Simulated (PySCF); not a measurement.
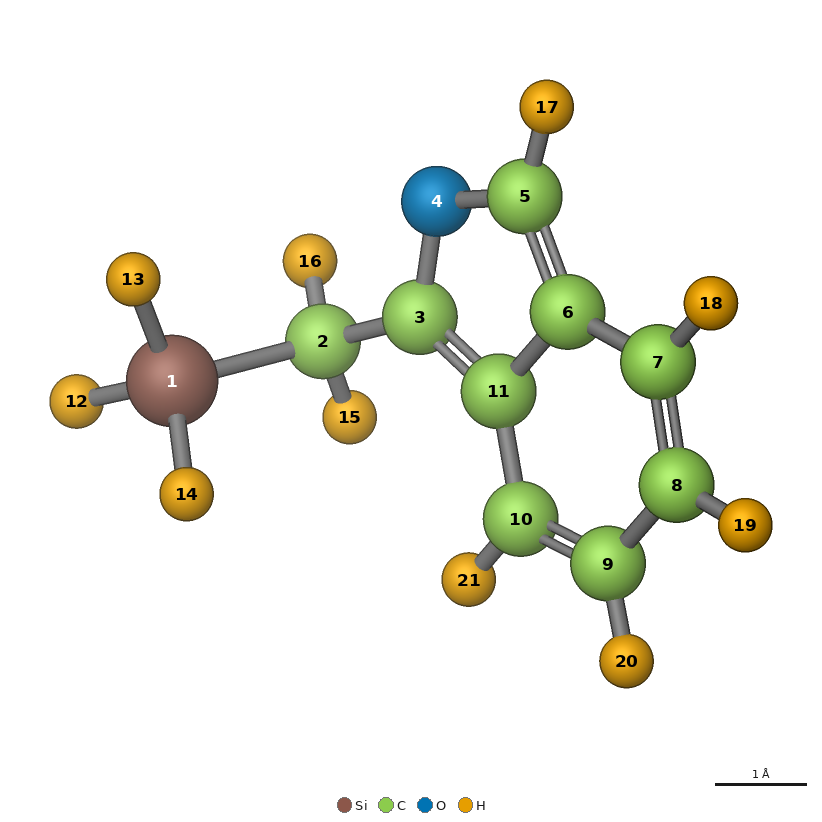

Atoms carry their numbers in the input. Computed geometry: PBE0-D3(BJ)/def2-SVP optimisation. No frequency run is at hand to confirm it as a minimum.

List the bonds and their lengths. Leave out bonds to hydrogen.

| bond | length (Å) | order |
| --- | --- | --- |
| Si1–C2 | 1.902 | single |
| C2–C3 | 1.480 | single |
| C3–O4 | 1.346 | aromatic |
| C3–C11 | 1.384 | aromatic |
| O4–C5 | 1.348 | aromatic |
| C5–C6 | 1.377 | aromatic |
| C6–C7 | 1.427 | aromatic |
| C6–C11 | 1.449 | aromatic |
| C7–C8 | 1.368 | aromatic |
| C8–C9 | 1.434 | aromatic |
| C9–C10 | 1.368 | aromatic |
| C10–C11 | 1.425 | aromatic |
